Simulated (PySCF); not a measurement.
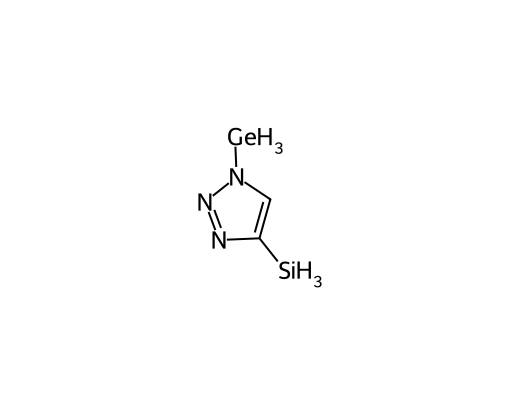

2D structure.

Write the SMILES.

Answer. [SiH3]c1c[n]([GeH3])nn1

Give the formula, hydrogens included.

Answer. C2H7GeN3Si.

The parts below concern this one geometry. Atoms keep their numbers from picture to picture. The geometry was computed by an optimisation with GFN2-xTB. No frequency run is at hand to confirm it as a minimum.

**Electronic properties**

No frequency run is at hand to confirm it as a minimum. Level of theory: CAM-B3LYP/def2-SVPD, gas phase (PySCF 2.14.0). Excitations: vertical, linear response.

What is the lowest vertical singlet excitation?

Answer. 5.65 eV.

Estimate the HOMO–LUMO gap.

Answer. 9.52 eV.

What is the brightest of the 8 lowest singlets?

Answer. 6.46 eV.

Give the HOMO energy (Kohn–Sham orbital) at this level.

Answer. −8.82 eV.

**Dipole moment**

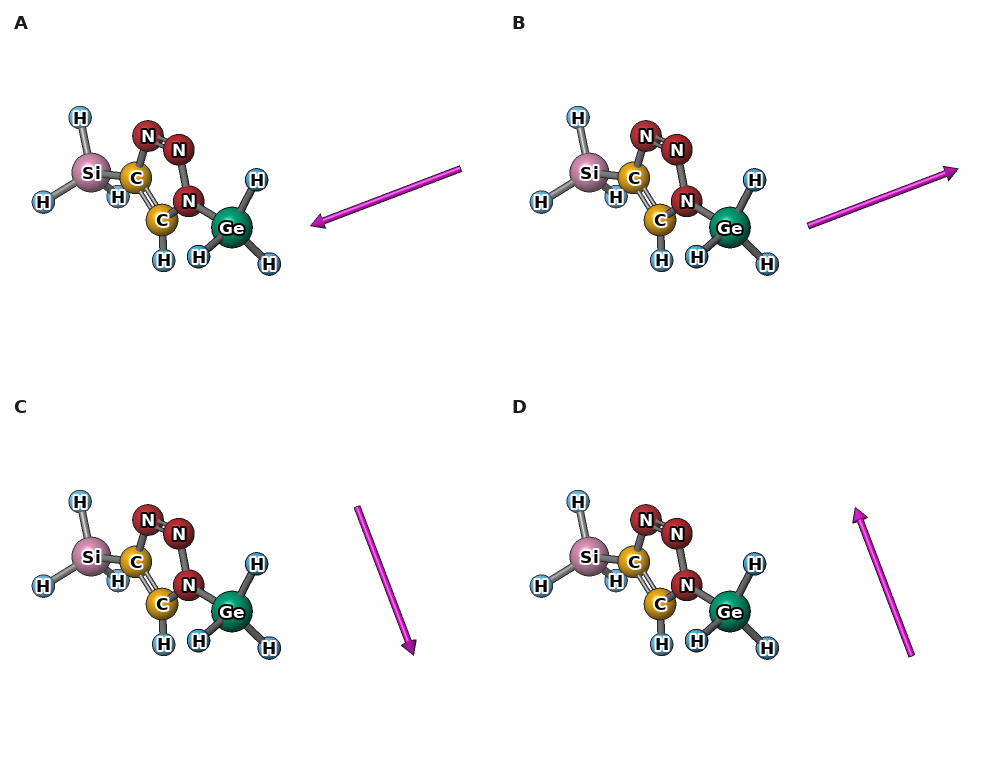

The same molecule four times, each with an arrow. No frequency run is at hand to confirm it as a minimum. Properties computed with CAM-B3LYP/def2-SVPD, gas phase (PySCF 2.14.0).

Which arrow points along the dipole moment, from the negative to the positive end?

Answer. C. The dipole moment is 4.39 D.

**Polarisability**

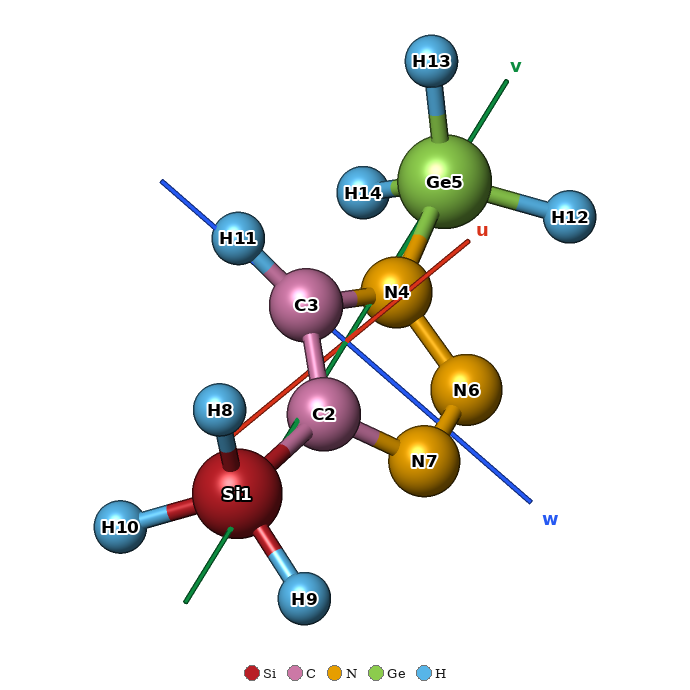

The lines u, v and w are the principal axes of the static dipole polarisability. No frequency run is at hand to confirm it as a minimum. Method: CAM-B3LYP/def2-SVPD (PySCF 2.14.0).

Along which axis is the molecule most polarisable, and along which least?

Answer. Most along v (nearly parallel to the N6–N7 bond), least along u.

Give the three principal values.

Answer. u 73.5, v 129.2, w 90.4 bohr³; mean 97.7, anisotropy 49.5 bohr³.

The geometry is semi-empirical. Around Ge, Si such bond lengths and angles can be off by a tenth of an ångström or more and by several degrees, and values that hang on the shape move with them.
